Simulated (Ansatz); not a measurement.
# BH3Cl− (SMILES [BH3-]Cl): B2PLYP/STO-3G

What is the energy change on altering one bond length of BH3Cl− at B2PLYP/STO-3G? 

The results are computed with Ansatz 0.2.0.

3 further runs of the same task are left out: 3 that didn't finish.

## Step 1: The molecule

The species is BH3Cl− (5 atoms), meant as a singlet with charge -1. SMILES: `[BH3-]Cl`. The shape is that of a GFN2-xTB optimisation.

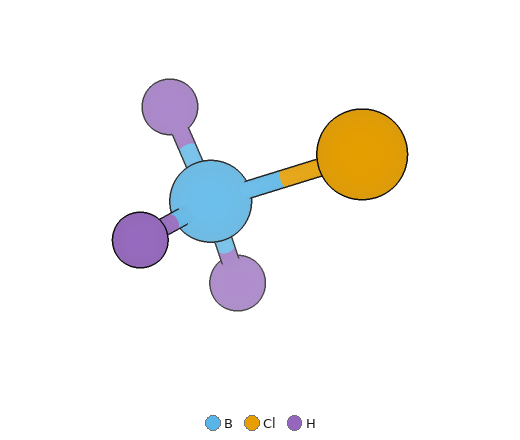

Viewed from a chosen angle; boron blue, chlorine amber, hydrogen purple.

## Step 2: The energy at B2PLYP/STO-3G

Input file input.yaml:

```yaml
crystal:
  periodic: [false, false, false]
  atoms:
    - {symbol: B, position_ang: [0.082390, -0.047870, 0.135930]}
    - {symbol: Cl, position_ang: [-0.845860, 0.496450, -1.396970]}
    - {symbol: H, position_ang: [1.223080, -0.254620, -0.203070]}
    - {symbol: H, position_ang: [-0.460100, -1.051350, 0.532730]}
    - {symbol: H, position_ang: [0.000500, 0.857390, 0.931390]}
basis:
  gaussian:
    orbitals: STO-3G
total_charge: -1
hamiltonian:
  xc: {name: B2PLYP}
correlation:
  frozen_orbitals: {B: 1, Cl: 5, H: 0}
accuracy: high
```

On the command line:

```
$ ansatz run input.yaml --threads 1 --pin off --max-ram 2610MiB --events-out events.jsonl --progress --plain --runs-dir runs
```

Standard output:

```text
Warning: RAYON_NUM_THREADS=1 ignored (pool sized by the plan → 1); use --threads N
Functional definition: B2PLYP
  name "B2PLYP"
  parameter a = 0.53
  parameter c = 0.27
  exchange = (1 - a)*b88_x + a*exact_x
  correlation = (1 - c)*lyp_c + c*(mp2_os + mp2_ss)
282 factors; integrals over basis functions are off by at most 6.2e-9 eV
mean field evaluation 1: about -13095.3110 eV, gradient 1.2e1 eV
mean field evaluation 2: about -13095.3234 eV, gradient 1.2e1 eV
mean field evaluation 4: about -13095.9099 eV, gradient 4.3e-1 eV
mean field evaluation 8: about -13095.9104 eV, gradient 2.8e-5 eV
mean field -13095.91035092 eV, -481.2658286695 hartree, gradient 8.6e-8 eV, S^2 0.000000; 0 other end points of the search recorded, 0 dependent functions left out
6 core orbitals not correlated: weight in the atoms' cores, before any rotation towards them, 1.000 or more for the frozen orbitals, at most 0.000 for the correlated occupied ones
reference -13095.91036670 eV, -481.2658292494 hartree; 7, 7 occupied and 4, 4 virtual orbitals, 282 factors
second order -1.54047364 eV of doubles, -0.00000000 eV of singles
Total energy: -13096.32629458 eV, -481.2811143172 hartree
```

It took 1.1 s on 1 thread of Arm Neoverse V1, shared host; peak memory 0.094 GiB.

## Step 3: The distorted shape

Input file input.yaml:

```yaml
crystal:
  periodic: [false, false, false]
  atoms:
    - {symbol: B, position_ang: [0.102860, -0.274154, -0.062907]}
    - {symbol: Cl, position_ang: [-0.825390, 0.270166, -1.595807]}
    - {symbol: H, position_ang: [1.243550, -0.480904, -0.401907]}
    - {symbol: H, position_ang: [-0.439630, -1.277634, 0.333893]}
    - {symbol: H, position_ang: [0.000500, 0.857390, 0.931390]}
basis:
  gaussian:
    orbitals: STO-3G
correlation:
  frozen_orbitals: {B: 1, Cl: 5, H: 0}
accuracy: high
total_charge: -1
hamiltonian:
  xc: {name: B2PLYP}
```

On the command line:

```
$ ansatz run input.yaml --threads 1 --pin off --max-ram 2610MiB --events-out events.jsonl --progress --plain --runs-dir runs
```

Standard output:

```text
Warning: RAYON_NUM_THREADS=1 ignored (pool sized by the plan → 1); use --threads N
Functional definition: B2PLYP
  name "B2PLYP"
  parameter a = 0.53
  parameter c = 0.27
  exchange = (1 - a)*b88_x + a*exact_x
  correlation = (1 - c)*lyp_c + c*(mp2_os + mp2_ss)
281 factors; integrals over basis functions are off by at most 9.8e-9 eV
mean field evaluation 1: about -13093.9396 eV, gradient 1.4e1 eV
mean field evaluation 2: about -13093.9427 eV, gradient 1.4e1 eV
mean field evaluation 4: about -13094.8522 eV, gradient 5.3e-1 eV
mean field evaluation 8: about -13094.8525 eV, gradient 2.2e-4 eV
mean field -13094.85249304 eV, -481.2269531095 hartree, gradient 1.7e-8 eV, S^2 0.000000; 0 other end points of the search recorded, 0 dependent functions left out
6 core orbitals not correlated: weight in the atoms' cores, before any rotation towards them, 1.000 or more for the frozen orbitals, at most 0.000 for the correlated occupied ones
reference -13094.85250904 eV, -481.2269536973 hartree; 7, 7 occupied and 4, 4 virtual orbitals, 281 factors
second order -1.80678503 eV of doubles, -0.00000000 eV of singles
Total energy: -13095.34034100 eV, -481.2448811911 hartree
```

Run time: 1.2 s. Hardware: 1 thread of Arm Neoverse V1, shared host; peak memory 0.094 GiB.

## Step 4: Summary of results

Level: B2PLYP/STO-3G, 6 core orbitals frozen.

| quantity | value |
| --- | --- |
| first shape: total energy | -481.28111 Eh |
| distorted shape: total energy | -481.24488 Eh |
| energy change with the B1–H5 bond stretched from 1.208 to 1.510 Å | 0.986 eV |

With the B1–H5 bond stretched from 1.208 to 1.510 Å the energy rises by 0.99 eV (22.7 kcal/mol). The first shape isn't relaxed at this level, so the change isn't measured from a minimum. The minimal basis adds a large error of its own.
